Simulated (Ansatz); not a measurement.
ZnSb$_{2}$C

The calculation's input:

```
crystal:
  lattice:
    - [3.8510700401, 0.0, 0.0]
    - [0.0, 3.8510700401, 0.0]
    - [0.0, 0.0, 6.0650551875]
  atoms:
    - { symbol: Zn, position: [0.0, 0.0, 0.0] }
    - { symbol: Sb, position: [0.0, 0.5, 0.2927609478] }
    - { symbol: C, position: [0.5, 0.5, 0.5] }
    - { symbol: Sb, position: [0.5, 0.0, 0.7072390522] }
kpoints:
  mp_grid: { grid: [6, 6, 4] }
hamiltonian:
  xc: r2scan
scf:
  occupations: { method: fermi_dirac, width: 0.02 }
relax:
  f_tol: 0.005
  cell: {}
output:
  write_density: true
  write_potential: true
  elf: true
  volumetric_format: npy
```

Launched as:

```sh
ansatz run input.yaml --threads 2 --pin off --max-ram 2211MiB --backend cpu --events-out ev --progress --plain --runs-dir out
```

Below, planes, directions and counts refer to the conventional cell (a = 3.83 Å, b = 3.83 Å, c = 5.97 Å, α = 90.00°, β = 90.00°, γ = 90.00°).

The fields are those of the run's last geometry, not of the input's.

Space group P-4m2; started from the II-IV-V2 ordering on zincblende lattice prototype, which need not be the ambient phase.

Theory: Ansatz, DFT, r2SCAN, plane waves, PAW.

In a PAW calculation such maps are meaningful between the atoms, not at the nuclei.

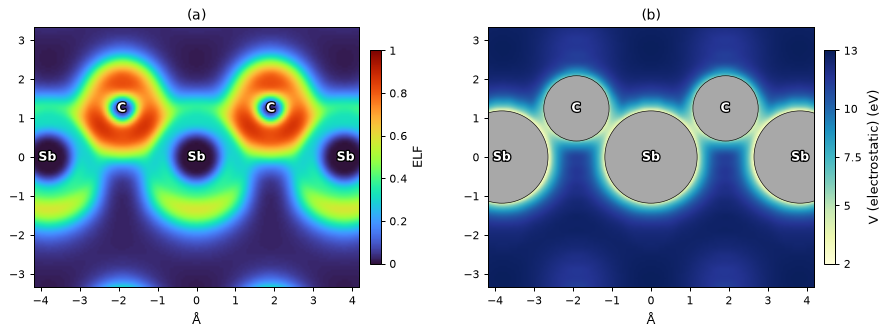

Figure 1. (a) electron localisation function; (b) electrostatic potential energy of an electron on the (010) plane of the conventional cell. Grey discs cover the atomic cores in the potential map.

### Interpret the plot.

- Atoms in the plane: Sb and C.
- Sb–C (2.28 Å): the ELF peaks at about 0.85 in the valence shell of C, 0.7 Å from its nucleus, and is about 0.55 at the midpoint.
- Outside the cores the potential energy rises away from the atoms and is highest about 2.4 Å from the nearest atoms; its zero is arbitrary.

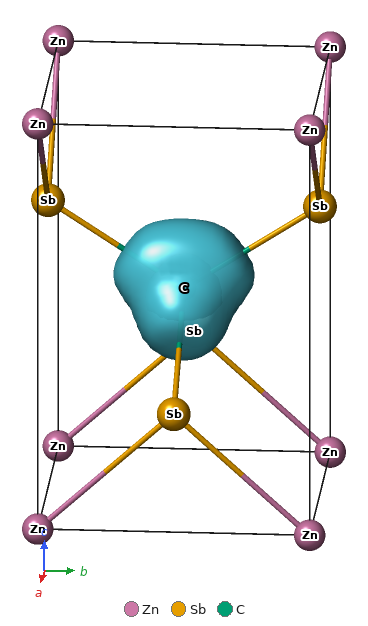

Figure 2. Isosurface of the ELF at 0.7 (cyan), seen at an oblique angle. Core shells and regions of very low density are left out. Sticks mark near contacts.

### What do the ELF domains correspond to?

At this value the surface marks out one region wrapped around C (its valence shell), counted in one cell of 4 atoms. Any copies at cell faces, edges or corners count once.


 Zn–Sb (2.58 Å): the ELF peaks at about 0.65 between the atoms.
